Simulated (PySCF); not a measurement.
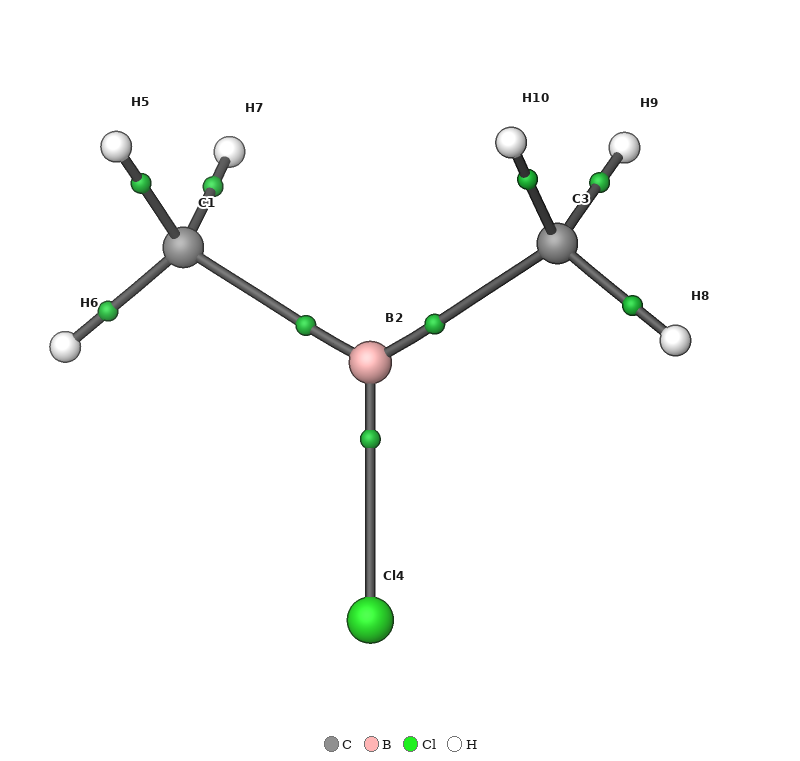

C₂H₆BCl, SMILES `CB(C)Cl`. Molecular graph of the electron density (QTAIM): bond paths, bond critical points (green), ring points (magenta, if any); weak paths are dashed.

Computed with PySCF, PBE/def2-TZVP, geometry: GFN2-xTB. No frequency check shows the geometry to be a minimum. GFN2-xTB bond lengths at metals and heavier atoms can be off by up to 0.1 Å and shapes distorted, which carries into these values.

Coordinates in Å:

```
C1      -1.1220   -1.3774   -0.0003
B2      -0.3447    0.0000   -0.0001
C3      -1.1218    1.3775    0.0003
Cl4      1.3661   -0.0001    0.0000
H5      -1.7746   -1.4546    0.8682
H6      -0.4696   -2.2466    0.0013
H7      -1.7744   -1.4546   -0.8688
H8      -0.4693    2.2467   -0.0013
H9      -1.7744    1.4549   -0.8682
H10     -1.7746    1.4543    0.8688
```

How many critical points of each kind are there, and does the count close?

10 nuclei, 9 bond, 0 ring and 0 cage critical points: 10 − 9 + 0 − 0 = 1, as the Poincaré–Hopf relation requires.

Tabulate density, Laplacian, ellipticity and energy density at the bond critical points (atomic units).

```json
{"bond": "C1–H6 (2 alike)", "length (Å)": "1.087", "ρ (a.u.)": "0.275", "∇²ρ (a.u.)": "−0.91", "ε": "0.01", "H (a.u.)": "−0.274"}
{"bond": "C1–H7 (4 alike)", "length (Å)": "1.089", "ρ (a.u.)": "0.269", "∇²ρ (a.u.)": "−0.87", "ε": "0.02", "H (a.u.)": "−0.267"}
{"bond": "B2–C3 (2 alike)", "length (Å)": "1.582", "ρ (a.u.)": "0.186", "∇²ρ (a.u.)": "−0.39", "ε": "0.12", "H (a.u.)": "−0.206"}
{"bond": "B2–Cl4", "length (Å)": "1.711", "ρ (a.u.)": "0.158", "∇²ρ (a.u.)": "+0.09", "ε": "0.29", "H (a.u.)": "−0.154"}
```

What kind of interaction is B2–C3?

Shared-shell (covalent): ρ = 0.186, ∇²ρ = −0.39, H = −0.206 a.u.

Cost of the run: 23 s on 1 thread of Arm Neoverse V1 (shared host), peak memory 0.59 GiB.
